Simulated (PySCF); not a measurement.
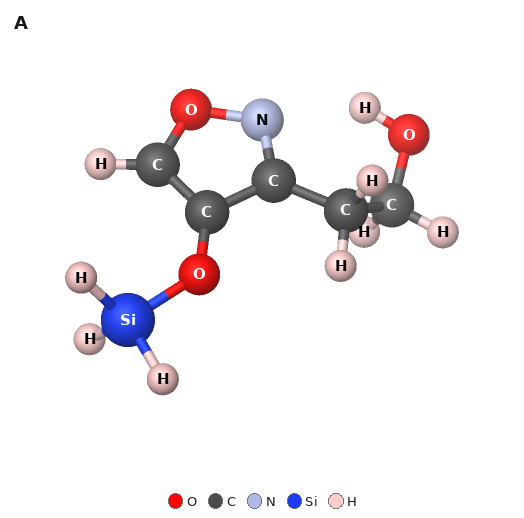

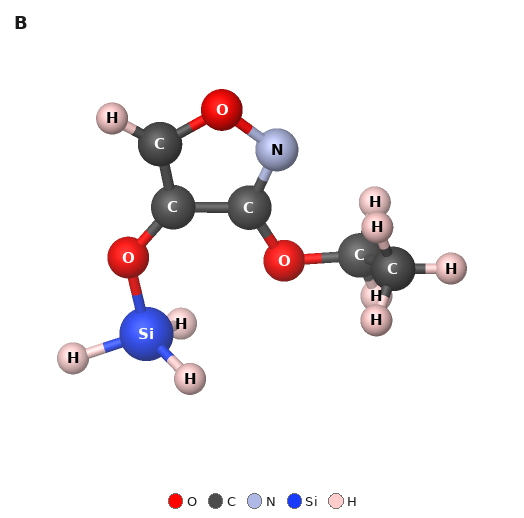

2 stationary structures of one formula. Geometries: GFN2-xTB. Electronic energies: PBE0/pcSseg-1 (PySCF 2.14.0), without zero-point energy. No frequency run is at hand to confirm each as a minimum. Each is one conformer, not always the lowest.

How are they related?

They are constitutional isomers of C5H9NO3Si: A `OCCc1nocc1O[SiH3]`, B `CCOc1nocc1O[SiH3]`.

Which is lowest in energy, and by how much?

A is lowest; B lies 0.229 eV above it.

The geometry is semi-empirical. Around Si such bond lengths and angles can be off by a tenth of an ångström or more and by several degrees, and values that hang on the shape move with them.
